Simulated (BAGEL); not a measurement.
# GeNH2Br (SMILES [NH2][Ge][Br]) at HF/STO-3G (density fitting with qzvpp-jkfit)

Aim: the vertical ionisation energy of GeNH2Br at HF/STO-3G (density fitting with qzvpp-jkfit), from 2 runs. 

The results are computed with BAGEL 1.2.2.

## 1. The system as given

GeNH2Br has 5 atoms, charge 0, and is taken as a singlet. SMILES: `[NH2][Ge][Br]`. Geometry: relaxed at PBE0-D4/def2-TZVP. This is one conformer, not always the lowest.

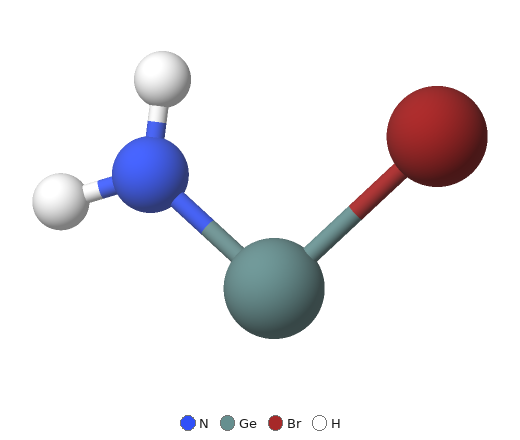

Viewed from a chosen angle; nitrogen blue, germanium teal, bromine red, hydrogen white.

## 2. A single-point energy at HF/STO-3G (density fitting with qzvpp-jkfit)

File job.json:

```json
{ "bagel" : [

{
  "title" : "molecule",
  "basis" : "sto-3g",
  "df_basis" : "qzvpp-jkfit",
  "angstrom" : true,
  "geometry" : [
    { "atom" : "N", "xyz" : [      -0.464300,       0.338200,      -0.424300 ] },
    { "atom" : "Ge", "xyz" : [      -0.367800,      -1.144300,       0.610500 ] },
    { "atom" : "Br", "xyz" : [       1.893900,      -0.845800,       1.259900 ] },
    { "atom" : "H", "xyz" : [       0.296200,       0.984200,      -0.573600 ] },
    { "atom" : "H", "xyz" : [      -1.308100,       0.594000,      -0.913900 ] }
  ]
},

{
  "title" : "hf"
},

{
  "title" : "print",
  "file" : "orbitals.molden",
  "orbitals" : true
}

]}
```

On the command line:

```console
$ BAGEL_NUM_THREADS=1 BAGEL job.json > job.out
```

The log of the run:

```text
* using 1 threads per process

  ===============================================================
  ===============================================================

  *** Geometry ***

  { "atom" : "N", "xyz" : [     -0.877400,      0.639105,     -0.801811 ] },
  { "atom" : "Ge", "xyz" : [     -0.695041,     -2.162414,      1.153678 ] },
  { "atom" : "Br", "xyz" : [      3.578952,     -1.598330,      2.380866 ] },
  { "atom" : "H", "xyz" : [      0.559737,      1.859868,     -1.083947 ] },
  { "atom" : "H", "xyz" : [     -2.471951,      1.122497,     -1.727021 ] },

  Number of auxiliary basis functions:      645

  Since a DF basis is specified, we compute 2- and 3-index integrals:
    o Being stored without compression. Storage requirement is 0.010 GB

  Number of basis functions:       43
  Number of electrons      :       76

    * METHOD: MOLECULE                             0.35

  *** RHF ***

  === Nuclear Repulsion ===
   388.4782654345

      * DIIS with orbital gradients will be used.

  === RHF iteration (sto-3g) ===
      0      -4651.33160602          0.00623303           0.10
      1      -4651.36684097          0.00235425           0.09
      2      -4651.37047587          0.00063779           0.09
      3      -4651.37095750          0.00017124           0.09
      4      -4651.37100785          0.00005093           0.09
      5      -4651.37101236          0.00000860           0.09
      6      -4651.37101247          0.00000203           0.09
      7      -4651.37101247          0.00000050           0.10
      8      -4651.37101248          0.00000013           0.09
      9      -4651.37101248          0.00000004           0.09
     10      -4651.37101248          0.00000001           0.08
    * SCF iteration converged.

    * Permanent dipole moment:
           (    0.988518,    -0.326982,     0.592064) a.u.

    * METHOD: HF                                   1.21

    * METHOD: PRINT                                0.00

  ===============================================================
```

Wall time 1.7 s (1 thread of Arm Neoverse V2, shared host); peak memory 0.1 GiB.

## 3. The doublet cation at the same level

File calc.json:

```json
{ "bagel" : [

{
  "title" : "molecule",
  "basis" : "sto-3g",
  "df_basis" : "qzvpp-jkfit",
  "angstrom" : true,
  "geometry" : [
    { "atom" : "N", "xyz" : [   -0.464300,    0.338200,   -0.424300 ] },
    { "atom" : "Ge", "xyz" : [   -0.367800,   -1.144300,    0.610500 ] },
    { "atom" : "Br", "xyz" : [    1.893900,   -0.845800,    1.259900 ] },
    { "atom" : "H", "xyz" : [    0.296200,    0.984200,   -0.573600 ] },
    { "atom" : "H", "xyz" : [   -1.308100,    0.594000,   -0.913900 ] }
  ]
},
{ "title" : "uhf", "charge" : 1, "nopen" : 1 },
{ "title" : "print", "file" : "orbitals.molden", "orbitals" : true }

]}
```

On the command line:

```console
$ BAGEL_NUM_THREADS=1 BAGEL calc.json > calc.out
```

The log of the run:

```text
* using 1 threads per process

  ===============================================================
  ===============================================================

  *** Geometry ***

  { "atom" : "N", "xyz" : [     -0.877400,      0.639105,     -0.801811 ] },
  { "atom" : "Ge", "xyz" : [     -0.695041,     -2.162414,      1.153678 ] },
  { "atom" : "Br", "xyz" : [      3.578952,     -1.598330,      2.380866 ] },
  { "atom" : "H", "xyz" : [      0.559737,      1.859868,     -1.083947 ] },
  { "atom" : "H", "xyz" : [     -2.471951,      1.122497,     -1.727021 ] },

  Number of auxiliary basis functions:      645

  Since a DF basis is specified, we compute 2- and 3-index integrals:
    o Being stored without compression. Storage requirement is 0.010 GB

  Number of basis functions:       43
  Number of electrons      :       76

    * METHOD: MOLECULE                             0.36

  *** Open-shell HF ***

  === Nuclear Repulsion ===
   388.4782654345

      * DIIS with orbital gradients will be used.

  === UHF iteration (sto-3g) ===
      0      -4651.05716092          0.01513731           0.18
      1      -4651.13000872          0.00643738           0.19
      2      -4651.13929123          0.00294433           0.18
      3      -4651.14142789          0.00085393           0.18
      4      -4651.14238754          0.00047379           0.17
      5      -4651.14281628          0.00029243           0.18
      6      -4651.14316654          0.00009919           0.18
      7      -4651.14321918          0.00005949           0.18
      8      -4651.14324514          0.00003064           0.17
      9      -4651.14325535          0.00002461           0.18
     10      -4651.14326514          0.00001660           0.18
     11      -4651.14326805          0.00001101           0.18
     12      -4651.14326959          0.00000566           0.16
     13      -4651.14326995          0.00000403           0.18
     14      -4651.14327032          0.00000353           0.18
     15      -4651.14327076          0.00000241           0.19
     16      -4651.14327084          0.00000096           0.18
     17      -4651.14327088          0.00000086           0.18
     18      -4651.14327089          0.00000027           0.19
     19      -4651.14327089          0.00000012           0.19
     20      -4651.14327089          0.00000003           0.18
     21      -4651.14327089          0.00000001           0.17
     22      -4651.14327089          0.00000001           0.19
    * SCF iteration converged.

    * S^2 (UHF) is 0.8034

    * Permanent dipole moment:
           (    1.908487,    -0.059011,     0.757501) a.u.

    * METHOD: UHF                                  4.34

    * METHOD: PRINT                                0.00

  ===============================================================
```

Wall time 5.1 s (1 thread of Arm Neoverse V2, shared host); peak memory 0.1 GiB.

## 4. What came out

Level: HF/STO-3G (density fitting with qzvpp-jkfit).

| quantity | value |
| --- | --- |
| singlet GeNH2Br: total energy | -4651.37101 Eh |
| singlet GeNH2Br: dipole moment | 3.04 D |
| singlet GeNH2Br: HOMO energy | -6.67 eV |
| singlet GeNH2Br: LUMO energy | 5.06 eV |
| singlet GeNH2Br: HOMO–LUMO gap | 11.73 eV |
| doublet cation: total energy | -4651.14327 Eh |
| doublet cation: ⟨S²⟩ | 0.803 |
| vertical ionisation energy (to the doublet cation) | 6.197 eV |

What this shows: Removing an electron at fixed nuclei costs 6.20 eV (598 kJ/mol). −ε(HOMO) before ionisation, 6.67 eV, is 0.47 eV above this ionisation energy. In a minimal basis such a difference can be off by several eV, whatever the method.
